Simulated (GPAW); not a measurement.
# Polarising C/Ta(110) with a field along the normal

The dipole of the cell at several fields, atoms fixed. What does the strongest field give, and what length does the slope stand for?

Set-up. GPAW 26.7.0, plane waves (500 eV), PAW setups, PBE, 12×12 mesh, a dipole layer in the vacuum; geometry relaxed without an applied field with GPAW. The cell's area is 7.75 Å², and e/ε0 = 180.95 V Å.

The runs, one held back:

```tsv
field (V/Å)	dipole (e Å)
−0.2	−0.1947
−0.1	−0.1431
−0.05	−0.1172
0.05	−0.0655
0.1	−0.0396
0.2	0.0123
0.3	?
```

To predict: What is the dipole at 0.3 V/Å?

**Working.** A line through the 6 points has the slope α = 0.517 e Å per V/Å and the intercept p₀ = −0.0913 e Å (r.m.s. residual 7.2e−05). At 0.3 V/Å it gives p = −0.0913 + 0.517 × 0.3 = 0.0639 e Å; the run gives 0.0642 e Å, so the response stays linear to 0.2 % of the induced part. Dividing by ε0 and the area: α/(ε0 A) = 0.517 × 180.95 / 7.75 = 12.09 Å, against 8.97 Å between the outer nuclei.

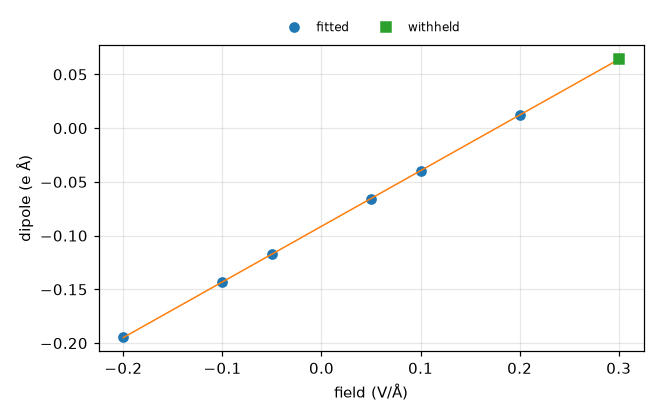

The line and the withheld run.

Caveats: This is the electronic response alone; ions that move would add to it in polar layers. No run was spin-polarised, so magnetic states weren't tested. Spin-orbit coupling is left out, which matters for the heavier atoms here.

[Logs are printed without paths, hosts, clocks, repeated set-up lines and the standing remarks that a program may print on its own settings, such as how far it seeks lower states.]
